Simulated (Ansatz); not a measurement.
# CH4BGaO2 (SMILES [OH][Ga]1[BH]O[CH2]1): PBE/6-31G(d) (spherical functions)

What is the vertical ionisation energy of CH4BGaO2 at PBE/6-31G* (spherical functions)? 

The results are computed with Ansatz 0.2.0.

95 further runs of the same task are left out: 95 set aside as unsound or not needed. Runs told in other sessions of the task aren't counted.

### Step 1. The structure to begin with

CH4BGaO2: 9 atoms, total charge 0, spin state singlet. SMILES: `[OH][Ga]1[BH]O[CH2]1`. Geometry: relaxed at PBE0-D4/def2-TZVP. This is one conformer, not always the lowest.

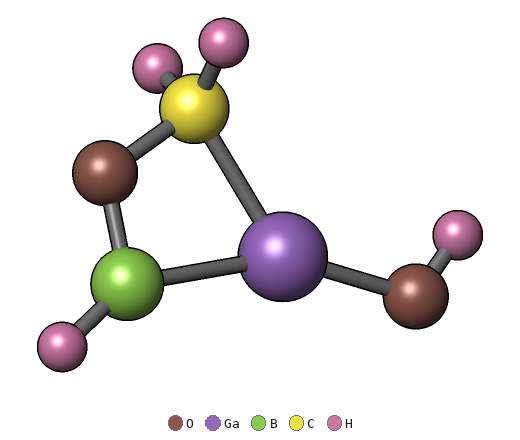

Viewed from a chosen angle; oxygen brown, gallium purple, boron green, carbon yellow, hydrogen pink.

### Step 2. The energy at PBE/6-31G(d) (spherical functions)

Input file run.yaml:

```yaml
crystal:
  periodic: [false, false, false]
  atoms:
    - {symbol: O, position_ang: [-0.140900, 2.668400, -0.180000]}
    - {symbol: Ga, position_ang: [0.206000, 0.920500, -0.222600]}
    - {symbol: B, position_ang: [1.299500, -0.808200, -0.735000]}
    - {symbol: O, position_ang: [0.383300, -1.546100, -0.084800]}
    - {symbol: C, position_ang: [-0.698300, -0.762500, 0.515200]}
    - {symbol: H, position_ang: [-0.939100, 2.905000, 0.298100]}
    - {symbol: H, position_ang: [2.237800, -1.312200, -1.273600]}
    - {symbol: H, position_ang: [-0.704200, -0.956900, 1.589800]}
    - {symbol: H, position_ang: [-1.644100, -1.108100, 0.092800]}
basis:
  gaussian:
    orbitals: 6-31G_st_-spherical.json
total_charge: 0
hamiltonian:
  xc: {name: PBE}
accuracy: high
output:
  orbitals: {seedname: orbitals}
```

The basis set 6-31G* is read from a file made from the Basis Set Exchange's data (not shown).

Run with:

```console
$ ansatz run run.yaml --threads 1 --pin off --max-ram 2610MiB --events-out events.jsonl --progress --plain --runs-dir runs
```

What it wrote:

```text
Warning: RAYON_NUM_THREADS=1 ignored (pool sized by the plan → 1); use --threads N
Functional definition: PBE
  name "PBE"
  parameter kappa = 0.804
  parameter beta = 0.06672455060314922
  exchange = pbe_x(kappa = kappa, mu = beta*pi^2/3)
  correlation = pbe_c(beta = beta)
2182 factors; integrals over basis functions are off by at most 8.8e-9 eV
mean field evaluation 1: about -58216.2305 eV, gradient 7.9e1 eV
mean field evaluation 2: about -58144.6897 eV, gradient 1.9e2 eV
mean field evaluation 4: about -58227.5253 eV, gradient 1.6e1 eV
mean field evaluation 8: about -58228.1322 eV, gradient 9.4e-1 eV
mean field evaluation 16: about -58228.1239 eV, gradient 1.5e-4 eV
mean field -58228.12389904 eV, -2139.8440848496 hartree, gradient 6.0e-8 eV, S^2 0.000000; 0 other end points of the search recorded, 0 dependent functions left out
reference -58228.12390384 eV, -2139.8440850262 hartree; 31, 31 occupied and 65, 65 virtual orbitals, 2182 factors
Total energy: -58228.12390384 eV, -2139.8440850262 hartree
```

Run time: 11 s. Hardware: 1 thread of Arm Neoverse V1, shared host; peak memory 0.26 GiB.

### Step 3. The doublet cation, same level

Input file job.yaml:

```yaml
crystal:
  periodic: [false, false, false]
  atoms:
    - {symbol: O, position_ang: [-0.140900, 2.668400, -0.180000]}
    - {symbol: Ga, position_ang: [0.206000, 0.920500, -0.222600]}
    - {symbol: B, position_ang: [1.299500, -0.808200, -0.735000]}
    - {symbol: O, position_ang: [0.383300, -1.546100, -0.084800]}
    - {symbol: C, position_ang: [-0.698300, -0.762500, 0.515200]}
    - {symbol: H, position_ang: [-0.939100, 2.905000, 0.298100]}
    - {symbol: H, position_ang: [2.237800, -1.312200, -1.273600]}
    - {symbol: H, position_ang: [-0.704200, -0.956900, 1.589800]}
    - {symbol: H, position_ang: [-1.644100, -1.108100, 0.092800]}
basis:
  gaussian:
    orbitals: 6-31G_st_-spherical.json
total_charge: 1
magnetization:
  spin_polarized: true
  initial_magnetization: 1
hamiltonian:
  xc: {name: PBE}
accuracy: high
output: {orbitals: {seedname: orbitals}}
```

The basis set 6-31G* is read from a file made from the Basis Set Exchange's data (not shown).

Run with:

```console
$ ansatz run job.yaml --threads 1 --pin off --max-ram 2610MiB --events-out events.jsonl --progress --plain --runs-dir runs
```

What it wrote:

```text
Warning: RAYON_NUM_THREADS=1 ignored (pool sized by the plan → 1); use --threads N
[... 6 set-up lines as earlier in the session ...]
2182 factors; integrals over basis functions are off by at most 8.8e-9 eV
mean field evaluation 1: about -58194.8538 eV, gradient 7.9e1 eV
mean field evaluation 2: about -57986.6779 eV, gradient 1.9e2 eV
mean field evaluation 4: about -58205.9234 eV, gradient 4.5e1 eV
mean field evaluation 8: about -58219.3500 eV, gradient 2.5e0 eV
mean field evaluation 16: about -58219.3760 eV, gradient 6.8e-3 eV
mean field evaluation 32: about -58217.0870 eV, gradient 1.7e1 eV
mean field -58219.37598059 eV, -2139.5226047764 hartree, gradient 4.4e-8 eV, S^2 0.754895; 6 other end points of the search recorded, 0 dependent functions left out
reference -58219.37598528 eV, -2139.5226049486 hartree; 31, 30 occupied and 65, 66 virtual orbitals, 2182 factors
Total energy: -58219.37598528 eV, -2139.5226049486 hartree
```

Wall time 22 s (1 thread of Arm Neoverse V1, shared host); peak memory 0.34 GiB.

### Step 4. Summary of results

Level: PBE/6-31G* (spherical functions).

```
                                          quantity           value
                    singlet CH4BGaO2: total energy  -2139.84409 Eh
                     singlet CH4BGaO2: HOMO energy        -5.58 eV
                     singlet CH4BGaO2: LUMO energy        -2.42 eV
                   singlet CH4BGaO2: HOMO–LUMO gap         3.16 eV
                      doublet cation: total energy  -2139.52260 Eh
doublet cation: HOMO energy (highest over α and β)       -12.52 eV
 doublet cation: LUMO energy (lowest over α and β)       -11.90 eV
                              doublet cation: ⟨S²⟩           0.755
vertical ionisation energy (to the doublet cation)        8.748 eV
```

Removing an electron at fixed nuclei costs 8.75 eV (202 kcal/mol). −ε(HOMO) before ionisation, 5.58 eV, is 3.17 eV below this ionisation energy.
